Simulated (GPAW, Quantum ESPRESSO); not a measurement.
# Core-hole calculation of the Rh L₃ edge in Rh (Rhodium, Fm-3m)

Aim: the near-edge shape at the Rh L₃ edge of Rh (Rhodium, Fm-3m), and what the core hole does to it.

Method: X-ray absorption from dipole matrix elements to empty bands, plane-wave PAW PBE, in GPAW 26.7.0.

The database entry behind the starting cell differs from later determinations by our own check (an axis about 0.2 % short against later determinations), so it need not match the best structure at ambient conditions.

### 1. Starting point

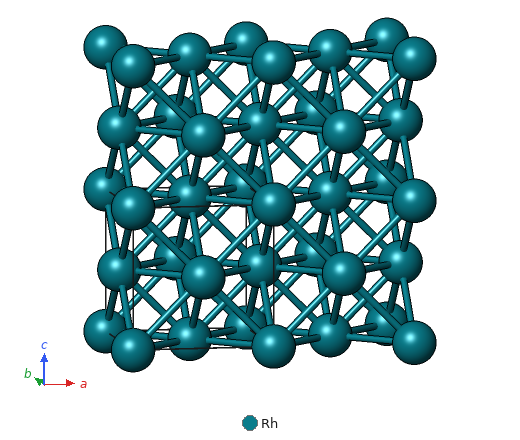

Start, viewed slightly off an axis; rhodium blue. 2×1×2 cells are drawn. This picture shows the conventional cell, with its axes. Some periodic images of atoms are drawn too.

### 2. The field without a hole

A plain self-consistent run shows whether there is a gap, which decides the set-up of the core-hole run.

File scf.py:

```python
import numpy as np
from ase import Atoms
from ase.parallel import parprint, paropen
from gpaw import GPAW, PW, FermiDirac, Mixer, MixerDif, setup_paths
from gpaw.test import gen
setup_paths.insert(0, '.')
gen('Rh', name='nch2p', xcname='PBE', corehole=(2, 1, 0), write_xml=True)
from gpaw.mpi import world
world.barrier()

atoms = Atoms('Rh',
    cell=[[0, 1.89785, 1.89785],
     [1.89785, 0, 1.89785],
     [1.89785, 1.89785, 0]],
    scaled_positions=[[0, 0, 0]],
    pbc=True)
atoms.calc = calc = GPAW(legacy_gpaw=True, mode=PW(500, force_complex_dtype=True), xc='PBE', setups={0: 'nch2p'},
    kpts={'size': (11, 11, 11), 'gamma': True}, occupations=FermiDirac(0.05),
    charge=0, mixer=Mixer(0.1, 5, 50), maxiter=150,
    convergence={'density': 0.0001, 'eigenstates': 1e-6}, txt='scf.txt')
energy = atoms.get_potential_energy() + calc.get_reference_energy()
ef = calc.get_fermi_level()
out = dict(energy=energy, fermi=ef, forces=atoms.get_forces().tolist())
parprint(f'all-electron energy {energy:.4f} eV, Fermi level {ef:.4f} eV')
ev = np.array([[calc.get_eigenvalues(k, s) for k in range(len(calc.get_ibz_k_points()))] for s in range(calc.get_number_of_spins())])
out['homo'], out['lumo'], out['counts'] = ev[ev < ef].max(), ev[ev > ef].min(), sorted(set((ev < ef).sum((0, 2)).tolist()))
out['filled'] = (ev[:, 0] < ef).sum(1).tolist()
import json
with paropen('out.json', 'w') as f:
    json.dump(out, f)
```

The run is started by

```bash
> OMP_NUM_THREADS=1 mpirun -n 4 gpaw python scf.py
```

Numbers of over 12 decimals in the logs are rounded to 6 here.

Output:

```text
Input parameters:
  convergence: {density: 0.0001,
                eigenstates: 1e-06}
  kpts: {gamma: True,
         size: (11, 11, 11)}
  maxiter: 150
  mixer: {backend: pulay,
          beta: 0.1,
          method: separate,
          nmaxold: 5,
          weight: 50}
  mode: {ecut: 500.0,
         force_complex_dtype: True,
         name: pw}
  occupations: {fixmagmom: False,
                name: fermi-dirac,
                width: 0.05}
  setups: {0: nch2p}
  xc: PBE

Initialize ...

[... PAW data sets ...]

Reference energy: -130134.648220  # eV

Spin-paired calculation

[... convergence settings ...]
Symmetries present (total): 48
  [... symmetry matrices ...]

1331 k-points: 11 x 11 x 11 Monkhorst-Pack grid
56 k-points in the irreducible part of the Brillouin zone
       k-points in crystal coordinates                weights
   0:     0.00000000    0.00000000    0.00000000          1/1331
   1:     0.09090909    0.09090909    0.00000000          6/1331
   2:     0.09090909    0.09090909    0.09090909          8/1331
   3:     0.18181818    0.09090909    0.09090909         12/1331
   4:     0.18181818    0.18181818    0.00000000          6/1331
   5:     0.18181818    0.18181818    0.09090909         24/1331
   6:     0.18181818    0.18181818    0.18181818          8/1331
   7:     0.27272727    0.18181818    0.09090909         24/1331
   8:     0.27272727    0.18181818    0.18181818         24/1331
   9:     0.27272727    0.27272727    0.00000000          6/1331
          ...
  55:     0.45454545    0.45454545    0.45454545          8/1331

Wave functions: Plane wave expansion
  Cutoff energy: 500.000 eV
  Number of coefficients (min, max): 331, 355
  Pulay-stress correction: 0.000000 eV/Ang^3 (de/decut=0.000000)
  Using FFTW library
  Wavefunction extrapolation:
    Improved wavefunction reuse through dual PAW basis

Occupation numbers: Fermi-Dirac:
  width: 0.0500  # eV

Eigensolver
   Davidson(niter=2)

Densities:
  Coarse grid: 14*14*14 grid
  Fine grid: 28*28*28 grid
  Total Charge: 0.000000

Density mixing:
  Method: separate
  Backend: pulay
  Linear mixing parameter: 0.1
  old densities: 5
  Width of damping distribution: 1.1
  Damping of long wavelength oscillations: 50

[... Hamiltonian set-up ...]
Number of atoms: 1
Number of atomic orbitals: 12
Number of bands in calculation: 12
Number of valence electrons: 15
Bands to converge: occupied

... initialized

Initializing position-dependent things.

Density initialized from atomic densities
Creating initial wave functions:
  12 bands from LCAO basis set

       Rh

Atomic positions and initial magnetic moments

Positions:
   0 Rh     0.000000    0.000000    0.000000    ( 0.0000,  0.0000,  0.0000)

Unit cell:
           periodic     x           y           z      points  spacing
  1. axis:    yes    0.000000    1.897850    1.897850    14     0.1565
  2. axis:    yes    1.897850    0.000000    1.897850    14     0.1565
  3. axis:    yes    1.897850    1.897850    0.000000    14     0.1565

  Lengths:   2.683965   2.683965   2.683965
  Angles:   60.000000  60.000000  60.000000

Effective grid spacing dv^(1/3) = 0.1708

iter:   1    -7.865676
iter:   2    -7.641567   -2.00  -1.36
iter:   3    -7.315327   -1.46  -1.44
iter:   4    -7.308385   -3.76  -2.15
iter:   5    -7.293188   -3.07  -2.21
iter:   6    -7.292783   -2.91  -2.52
iter:   7    -7.291396c  -3.47  -2.71
iter:   8    -7.291475c  -4.73  -3.35
iter:   9    -7.291344c  -5.03  -3.21
iter:  10    -7.291347c  -5.46  -3.98
iter:  11    -7.291348c  -6.39c -3.98
iter:  12    -7.291348c  -7.68c -4.97c

Converged after 12 iterations.

Dipole moment: (0.000000, -0.000000, -0.000000) |e|*Ang

Energy contributions relative to reference atoms: (reference = -130134.648220)

Kinetic:         -1.774143
Potential:       -0.429209
External:        +0.000000
XC:              -5.017985
Entropy (-ST):   -0.013596
Local:           -0.063214
SIC:             +0.000000
--------------------------
Free energy:     -7.298146
Extrapolated:    -7.291348

Showing only first 2 kpts
 Kpt  Band  Eigenvalues  Occupancy
  0     5      8.85574    2.00000
  0     6      8.85574    2.00000
  0     7     10.95073    2.00000
  0     8     10.95073    2.00000

  1     5      9.08380    2.00000
  1     6      9.08380    2.00000
  1     7     10.64530    2.00000
  1     8     11.06168    2.00000

Fermi level: 11.93984

No gap
No difference between direct/indirect transitions

Forces in eV/Ang:
  0 Rh   -0.00000    0.00000    0.00000
Scalar-relativistic atomic PBE calculation for Rh (Rhodium, Z=45)
Core hole in 2p state (2p occupation: 6.0)
750 radial gridpoints.
|------------------------------------------------|
|------------------------------------------------|
[... the atom generator's iteration count ...]

Energy contributions:
-------------------------
Kinetic:    +4949.758455
XC:          -138.472957
Potential:  -9593.645650
-------------------------
Total:      -4782.360153

state      eigenvalue         ekin         rmax
-----------------------------------------------
1s^2.0 :  -845.895156  1073.903078        0.021
2s^2.0 :  -122.667619   219.735766        0.120
2p^6.0 :  -110.008312   210.418363        0.096
3s^2.0 :   -21.920352    59.884444        0.352
3p^6.0 :   -17.746087    55.516909        0.345
3d^10.0:   -11.047576    49.675023        0.291
4s^2.0 :    -3.029263    14.451781        0.882
4p^6.0 :    -1.853221    11.861332        0.944
4d^8.0 :    -0.218353     6.123815        1.147
5s^1.0 :    -0.157901     1.287938        2.650
5p^0.0 :    -0.031305     0.450854        3.909
-----------------------------------------------
(units: Bohr and Hartree)

Generating PAW setup
Kinetic energy of the core from tauc = 4938.728211843386
Cutoffs:
rc(s)=2.400
rc(p)=2.610
rc(d)=2.350
rc(vbar)=2.390
rc(comp)=2.290
rc(nct)=2.610

Kinetic energy of the core states: 4828.312005
Charge: 0.0
Core electrons: 30.0
Valence electrons: 15.0
Pseudo-core charge: 0.089133
Shape function alpha=1.907
Pseudo-electron charge 5.850128
state    eigenvalue         norm
--------------------------------
5s(1) :    -0.157901     1.016532
*s    :     0.842099
4p(6) :    -1.853221     0.119901
5p(0) :    -0.031305     0.998431
4d(8) :    -0.218353     0.503132
*d    :     0.781647
--------------------------------

Diagonalizing with gridspacing h=0.050

state   all-electron     PAW
-------------------------------
5s:      -0.157901    -0.158028
4p:      -1.853221    -1.853430
4d:      -0.218353    -0.219202
*f:                    0.068044
-------------------------------
all-electron energy -130141.9396 eV, Fermi level 11.9398 eV
```

Elapsed: 4.6 s, on 4 MPI ranks of Arm Neoverse V2, shared host; peak memory 0.16 GiB; 18 s of CPU time.

The mesh shows no gap, so the system is treated as a metal and the core electron is put at the Fermi level (neutral cell).

### 3. Spectrum without a core hole, Rh atom 1

This cheap baseline ignores the attraction of the hole: it shows the absorber's empty states as they are in the ground state. The data set with a hole of occupation 0 only carries the core orbital.

The absorber has 12 Rh at 2.68 Å (cuboctahedral, site symmetry m-3m).

File xas.py:

```python
import numpy as np
from ase import Atoms
from ase.parallel import parprint, paropen
from gpaw import GPAW, PW, FermiDirac, Mixer, MixerDif, setup_paths
from gpaw.test import gen
setup_paths.insert(0, '.')
gen('Rh', name='nch2p', xcname='PBE', corehole=(2, 1, 0), write_xml=True)
from gpaw.mpi import world
world.barrier()

atoms = Atoms('Rh',
    cell=[[0, 1.89785, 1.89785],
     [1.89785, 0, 1.89785],
     [1.89785, 1.89785, 0]],
    scaled_positions=[[0, 0, 0]],
    pbc=True)
atoms.calc = calc = GPAW(legacy_gpaw=True, mode=PW(500, force_complex_dtype=True), xc='PBE', setups={0: 'nch2p'},
    kpts={'size': (15, 15, 15), 'gamma': True}, occupations=FermiDirac(0.1),
    charge=0, mixer=Mixer(0.1, 5, 50), maxiter=150,
    convergence={'density': 0.0001, 'eigenstates': 1e-6}, txt='scf.txt')
energy = atoms.get_potential_energy() + calc.get_reference_energy()
ef = calc.get_fermi_level()
out = dict(energy=energy, fermi=ef, forces=atoms.get_forces().tolist())
parprint(f'all-electron energy {energy:.4f} eV, Fermi level {ef:.4f} eV')
ev = np.array([[calc.get_eigenvalues(k, s) for k in range(len(calc.get_ibz_k_points()))] for s in range(calc.get_number_of_spins())])
out['homo'], out['lumo'], out['counts'] = ev[ev < ef].max(), ev[ev > ef].min(), sorted(set((ev < ef).sum((0, 2)).tolist()))
out['filled'] = (ev[:, 0] < ef).sum(1).tolist()

from ase.units import Ha
from gpaw.xas import dipole_matrix_elements
nb = int(calc.get_number_of_electrons() / 2) + 17
top = nb
nscf = calc.fixed_density(kpts={'size': (9, 9, 9), 'gamma': True},
    convergence={'eigenstates': 1.0}, txt='nscf.txt')
nscf.diagonalize_full_hamiltonian(nbands=nb)
cell = atoms.cell.array
ops = [cell.T @ U.T @ np.linalg.inv(cell.T) for U in nscf.wfs.kd.symmetry.op_scc]
E = np.arange(-25, 34, 0.1)
fwhm = np.interp(E, [4, 25], [2.13, 3.5])
Y, X, zero, highest = 0, 0, 1e9, 1e9
for spin in range(nscf.get_number_of_spins()):
    wfs = nscf.wfs
    A = dipole_matrix_elements(wfs.setups[0])
    eps = np.zeros((wfs.kd.nibzkpts, nb))
    d = np.zeros((3, A.shape[1], wfs.kd.nibzkpts, nb), complex)
    for kpt in wfs.kpt_u:
        if kpt.s == spin and 0 in kpt.P_ani:
            eps[kpt.k] = kpt.eps_n * Ha
            d[:, :, kpt.k] = (kpt.weight * wfs.nspins / 2) ** 0.5 * np.inner(A, kpt.P_ani[0])
    world.sum(eps)
    world.sum(d)
    T = np.einsum('amkn,bmkn->abkn', d, d.conj()).real
    T = sum(np.einsum('ai,ijkn,bj->abkn', R, T, R) for R in ops) / len(ops)
    empty = eps > ef
    zero, highest = min(zero, eps[empty].min()), min(highest, eps[:, top - 1].min())
    lines = [(eps, T, empty)] if spin == 0 else lines + [(eps, T, empty)]
for eps, T, empty in lines:
    f = np.einsum('aakn->akn', T).reshape(3, -1)
    x = eps.ravel() - zero
    w = np.interp(x, E, fwhm) / 2.35482
    g = np.exp(-0.5 * ((E[:, None] - x) / w) ** 2) / (w * (2 * np.pi) ** 0.5)
    Y = Y + (f * empty.ravel()) @ g.T
    X = X + (f * ~empty.ravel()) @ g.T
out.update(E=E.round(2).tolist(), xas=Y.tolist(), xes=X.tolist(), zero=zero, valid=highest - zero, nk=len(eps), nb=nb)
for i in range(0, len(E), 10):
    parprint(f'{E[i]:7.2f}', *(f'{v:10.3e}' for v in Y[:, i]))
import json
with paropen('out.json', 'w') as f:
    json.dump(out, f)
```

The run is started by

```bash
> OMP_NUM_THREADS=1 mpirun -n 4 gpaw python xas.py
```

Output:

```text
Input parameters:
  convergence: {density: 0.0001,
                eigenstates: 1e-06}
  kpts: {gamma: True,
         size: (15, 15, 15)}
  maxiter: 150
  mixer: {backend: pulay,
          beta: 0.1,
          method: separate,
          nmaxold: 5,
          weight: 50}
  mode: {ecut: 500.0,
         force_complex_dtype: True,
         name: pw}
  occupations: {fixmagmom: False,
                name: fermi-dirac,
[...]
*d    :     0.781647
--------------------------------

Diagonalizing with gridspacing h=0.050

state   all-electron     PAW
-------------------------------
5s:      -0.157901    -0.158028
4p:      -1.853221    -1.853430
4d:      -0.218353    -0.219202
*f:                    0.068044
-------------------------------
all-electron energy -130141.9488 eV, Fermi level 11.9285 eV
[...]
32.00  5.494e-06  5.494e-06  5.494e-06
  33.00  4.458e-06  4.458e-06  4.458e-06
[key lines of the parts left out:]
Converged after 12 iterations.
Dipole moment: (-0.000000, -0.000000, -0.000000) |e|*Ang
Free energy:     -7.322319
Fermi level: 11.92849
```

Elapsed: 6.8 s, on 4 MPI ranks; peak memory 0.18 GiB.

The Rh L₃ spectrum, Rh atom 1, no core hole (energy from the lowest empty level; intensity scaled to a mean of 1 over the first 20 eV):

```
E (eV)  intensity
  -2.0       0.12
  -0.5       2.18
   1.0       3.27
   2.5       1.13
   4.0       0.74
   5.5       0.57
   7.0       0.46
   8.5       0.65
  10.0       0.70
  11.5       0.76
  13.0       0.98
  14.5       1.05
  16.0       1.07
  17.5       0.88
  19.0       0.60
  20.5       0.59
  22.0       0.77
  23.5       0.71
  25.0       0.54
  26.5       0.63
  28.0       0.88
  29.5       1.00
  31.0       0.88
```

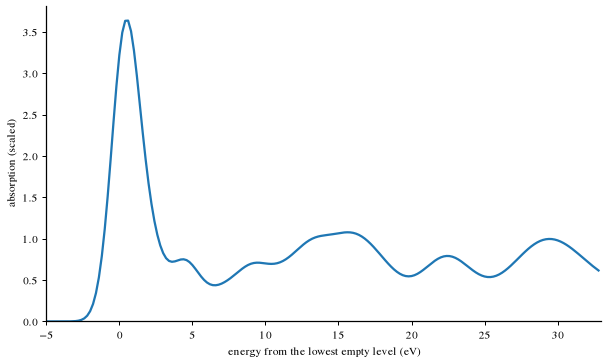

The Rh L₃ edge, Rh atom 1, no core hole: main maxima at 0.6, 15.6 and 29.4 eV.

Main maxima below 30 eV (height): 0.6 eV (3.64), 15.6 eV (1.08), 22.4 eV (0.79) and 29.4 eV (1.00). At an L edge the dipole rule selects empty d (and weakly s) states on the absorber, and the strong line at the onset measures the empty part of its d band.

The same matrix elements for filled bands give the Rh L₃ emission of Rh atom 1 (ground-state approximation; energy from the lowest empty level, largest value 1):

```csv
E (eV),emission
-24.0,0.00
-22.5,0.00
-21.0,0.00
-19.5,0.00
-18.0,0.00
-16.5,0.00
-15.0,0.00
-13.5,0.00
-12.0,0.00
-10.5,0.00
-9.0,0.00
-7.5,0.04
-6.0,0.37
-4.5,0.72
-3.0,0.96
-1.5,0.96
0.0,0.51
1.5,0.05
3.0,0.00
```

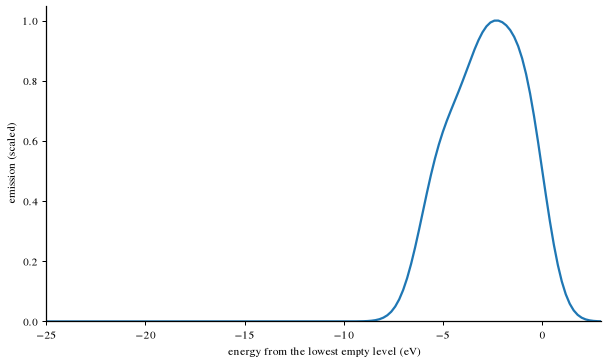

X-ray emission from the filled bands.

Emission maxima: -2.2 eV (1.00).

### 4. Supercell without a hole, the energy reference

The photon energy needs a difference of total energies, so the cell and mesh of the coming hole run are first run without a hole.

Changes to scf.py since step 2:

```diff
@@ -10,10 +10,22 @@
 
-atoms = Atoms('Rh',
-    cell=[[0, 1.89785, 1.89785],
-     [1.89785, 0, 1.89785],
-     [1.89785, 1.89785, 0]],
-    scaled_positions=[[0, 0, 0]],
+atoms = Atoms('Rh13',
+    cell=[[-1.89785, 0, 5.69355],
+     [0, 5.69355, 1.89785],
+     [-5.69355, -1.89785, 0]],
+    scaled_positions=[[0, 0, 0],
+     [0.30769231, 0.07692308, 0.23076923],
+     [0.07692308, 0.76923077, 0.30769231],
+     [0.53846154, 0.38461538, 0.15384615],
+     [0.15384615, 0.53846154, 0.61538462],
+     [0.61538462, 0.15384615, 0.46153846],
+     [0.76923077, 0.69230769, 0.07692308],
+     [0.23076923, 0.30769231, 0.92307692],
+     [0.38461538, 0.84615385, 0.53846154],
+     [0.84615385, 0.46153846, 0.38461538],
+     [0.46153846, 0.61538462, 0.84615385],
+     [0.92307692, 0.23076923, 0.69230769],
+     [0.69230769, 0.92307692, 0.76923077]],
     pbc=True)
 atoms.calc = calc = GPAW(legacy_gpaw=True, mode=PW(500, force_complex_dtype=True), xc='PBE', setups={0: 'nch2p'},
-    kpts={'size': (11, 11, 11), 'gamma': True}, occupations=FermiDirac(0.05),
+    kpts={'size': (3, 3, 3), 'gamma': True}, occupations=FermiDirac(0.1),
     charge=0, mixer=Mixer(0.1, 5, 50), maxiter=150,
```

The run is started by

```bash
> OMP_NUM_THREADS=1 mpirun -n 4 gpaw python scf.py
```

Output:

```text
Input parameters:
  convergence: {density: 0.0001,
                eigenstates: 1e-06}
  kpts: {gamma: True,
         size: (3, 3, 3)}
  maxiter: 150
  mixer: {backend: pulay,
          beta: 0.1,
          method: separate,
          nmaxold: 5,
          weight: 50}
  mode: {ecut: 500.0,
         force_complex_dtype: True,
         name: pw}
  occupations: {fixmagmom: False,
                name: fermi-dirac,
[...]
*s    :     0.842099
4p(6) :    -1.853221     0.119901
5p(0) :    -0.031305     0.998431
4d(8) :    -0.218353     0.503132
*d    :     0.781647
--------------------------------

Diagonalizing with gridspacing h=0.050

state   all-electron     PAW
-------------------------------
5s:      -0.157901    -0.158028
4p:      -1.853221    -1.853430
4d:      -0.218353    -0.219202
*f:                    0.068044
-------------------------------
all-electron energy -1691845.3069 eV, Fermi level 11.8861 eV
[key lines of the parts left out:]
Converged after 16 iterations.
Dipole moment: (-0.000000, -0.000000, 0.000000) |e|*Ang
Free energy:    -95.201895
Fermi level: 11.88605
```

Wall time 32 s (4 MPI ranks); peak memory 0.27 GiB.

Reference energy: -1691845.307 eV with the cores included.

[end of part 1 of 2]

[Banner, clock and machine lines of the logs are left out without a mark of their own.]

[Logs are printed without paths, hosts, clocks, repeated set-up lines and the standing remarks that a program may print on its own settings, such as how far it seeks lower states.]

[Hosts, paths, dates, database ids (printed as entryN), source tags and the programs' standing remarks are cut or masked in the printed files.]

[Lists of maxima count a maximum above −3 eV only where it reaches 4 % of the highest in the window and stands out from its surroundings by 2 % of it (1.5 % where it reaches 55 %); shoulders and weaker maxima are passed over, and of the rest the first, up to two pre-edge ones and the few strongest are named.]
